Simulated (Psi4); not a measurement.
# BOF (fluoro(oxo)borane) at B2PLYP/cc-pVTZ (density fitting for correlation)

Aim: the vertical singlet–triplet gap of BOF (fluoro(oxo)borane) at B2PLYP/cc-pVTZ (density fitting for correlation), from 2 runs. The job is set up through a Python script.

The results are computed with Psi4 1.11.

### 1 Starting point

BOF: 3 atoms, total charge 0, spin state singlet. As SMILES, `O=BF`. The shape is that of a PBE0-D4/def2-TZVP optimisation.

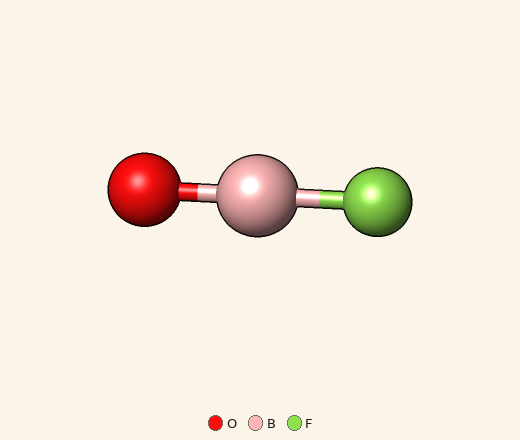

Viewed from a chosen angle; oxygen red, boron pink, fluorine green.

### 2 A single-point energy at B2PLYP/cc-pVTZ (density fitting for correlation)

bfo.py

```python
import psi4

psi4.set_memory('1600 MB')
psi4.set_num_threads(1)
psi4.set_output_file('output.dat', False)

geom = psi4.geometry("""
O      0.983100    -0.565100     0.479900
B      0.020300    -0.011600     0.009900
F     -1.003400     0.576800    -0.489800
symmetry c1
no_reorient
no_com
""")

psi4.set_options({
    'puream': True,
    'e_convergence': 1e-09,
    'd_convergence': 1e-08,
    'scf_type': 'pk',
    'dft_radial_points': 99,
    'dft_spherical_points': 590,
    'num_frozen_docc': 3,
})

E = psi4.energy('b2plyp/cc-pVTZ', molecule=geom)
print(f'total energy {E:.8f} hartree = {E * 27.211386:.5f} eV')
```

Command:

```sh
$ python bfo.py
```

output.dat:

```text
[...]
  Running in c1 symmetry.
[...]
  Nuclear repulsion =   51.438950129702292
[...]
  Multiplicity = 1
[...]
  Nalpha       = 11
  Nbeta        = 11
[...]
    Number of basis functions: 90
[...]
   @RKS iter   1:  -199.59805876828267   -6.48163e-01   8.05186e-03 DIIS/ADIIS
[...]
   @RKS iter  10:  -199.78065362074881   -8.86757e-12   7.56989e-09 DIIS
[...]
    Orbital Energies [Eh]
    ---------------------
    Doubly Occupied:
       1A    -25.449999     2A    -19.734011     3A     -7.213464
       4A     -1.468231     5A     -1.141315     6A     -0.716640
       7A     -0.631437     8A     -0.631437     9A     -0.516777
      10A     -0.430741    11A     -0.430741
[...]
  @RKS Final Energy:  -199.78065362074881
   => Energetics <=
    Nuclear Repulsion Energy =             51.4389501297022917
    One-Electron Energy =                -377.7332138823484797
    Two-Electron Energy =                 137.6002149848196154
    DFT Exchange-Correlation Energy =     -11.0866048529222301
    Empirical Dispersion Energy =           0.0000000000000000
    VV10 Nonlocal Energy =                  0.0000000000000000
    Total Energy =                       -199.7806536207488080
[...]
 Multipole Moments:
 ------------------------------------------------------------------------------------
     Multipole            Electronic (a.u.)      Nuclear  (a.u.)        Total (a.u.)
 ------------------------------------------------------------------------------------
 L = 1.  Multiply by 2.5417464519 to convert [e a0] to [Debye]
 Dipole X            :          1.3151262           -2.0112355           -0.6961093
 Dipole Y            :         -0.7570378            1.1572683            0.4002305
 Dipole Z            :          0.6418880           -0.9817127           -0.3398247
 Magnitude           :                                                    0.8719137
[...]
```

On the terminal:

```text
total energy -199.96628339 hartree = -5441.35972 eV
```

It took 9 s on 1 thread of AMD EPYC 7R43 (Zen 3), shared host; peak memory 0.72 GiB.

### 3 The triplet

bfo.py

```python
import psi4

psi4.set_memory(1600000000)
psi4.set_num_threads(1)
psi4.core.set_output_file('bfo.out', False)

mol = psi4.geometry("""
0 3
O      1.85778975    -1.06788423     0.90687957
B      0.03836144    -0.02192082     0.01870829
F     -1.89615119     1.08999403    -0.92558786
units bohr
symmetry c1
no_reorient
no_com
""")

psi4.set_options({
    'reference': 'uks',
    'puream': True,
    'e_convergence': 1e-09,
    'd_convergence': 1e-08,
    'scf_type': 'pk',
    'dft_radial_points': 99,
    'dft_spherical_points': 590,
    'num_frozen_docc': 3,
    'maxiter': 100,
})

result = psi4.energy("b2plyp/cc-pVTZ")
print(f'total energy {result:.8f} hartree = {result * 27.211386:.5f} eV')
```

Command:

```sh
$ python bfo.py
```

bfo.out:

```text
[...]
  Running in c1 symmetry.
[...]
  Nuclear repulsion =   51.438950188684615
[...]
  Multiplicity = 3
[...]
  Nalpha       = 12
  Nbeta        = 10
[...]
    Number of basis functions: 90
[...]
   @UKS iter   1:  -199.44527051270623   -4.95375e-01   4.21697e-03 ADIIS/DIIS
[...]
   @UKS iter  16:  -199.50436785093527   -5.78950e-11   4.37476e-09 DIIS
[...]
   @S^2 Observed:                2.003027848E+00
[...]
    Orbital Energies [Eh]
    ---------------------
    Alpha Occupied:
       1A    -25.438893     2A    -19.905039     3A     -7.288375
       4A     -1.464442     5A     -1.336378     6A     -0.719053
       7A     -0.675726     8A     -0.671144     9A     -0.631352
      10A     -0.598694    11A     -0.561365    12A     -0.142625
    Alpha Virtual:
      13A      0.018965    14A      0.037303    15A      0.156108
      16A      0.193030    17A      0.200901    18A      0.280979
      19A      0.391700    20A      0.391754    21A      0.589292
      22A      0.623555    23A      0.652258    24A      0.653696
      25A      0.704848    26A      0.717605    27A      0.899406
[...]
  @UKS Final Energy:  -199.50436785093527
   => Energetics <=
    Nuclear Repulsion Energy =             51.4389501886846148
    One-Electron Energy =                -376.1711530145977349
    Two-Electron Energy =                 136.2689278108383633
    DFT Exchange-Correlation Energy =     -11.0410928358604927
    Empirical Dispersion Energy =           0.0000000000000000
    VV10 Nonlocal Energy =                  0.0000000000000000
    Total Energy =                       -199.5043678509352674
[...]
 Multipole Moments:
 ------------------------------------------------------------------------------------
     Multipole            Electronic (a.u.)      Nuclear  (a.u.)        Total (a.u.)
 ------------------------------------------------------------------------------------
 L = 1.  Multiply by 2.5417464519 to convert [e a0] to [Debye]
 Dipole X            :          2.2160274           -2.0112355            0.2047919
 Dipole Y            :         -1.2776012            1.1572683           -0.1203329
 Dipole Z            :          1.0823533           -0.9817127            0.1006406
 Magnitude           :                                                    0.2579695
[...]
```

The script printed:

```text
total energy -199.67238679 hartree = -5433.36239 eV
```

It took 18 s on 1 thread of AMD EPYC 7R43 (Zen 3), shared host; peak memory 0.74 GiB.

### 4 What came out

At B2PLYP/cc-pVTZ (density fitting for correlation), 3 core orbitals frozen:

```
                                                         quantity          value
                                            singlet: total energy  -199.96628 Eh
                       singlet: HOMO energy (SCF part's orbitals)      -11.72 eV
                       singlet: LUMO energy (SCF part's orbitals)        0.96 eV
                     singlet: HOMO–LUMO gap (SCF part's orbitals)       12.68 eV
                                            triplet: total energy  -199.67239 Eh
triplet: HOMO energy (SCF part's orbitals) (highest over α and β)       -3.88 eV
                                                    triplet: ⟨S²⟩          2.003
                 vertical energy of the triplet above the singlet       7.997 eV
```

**Reading.** At this shape the triplet lies 8.00 eV (184 kcal/mol) above the singlet.
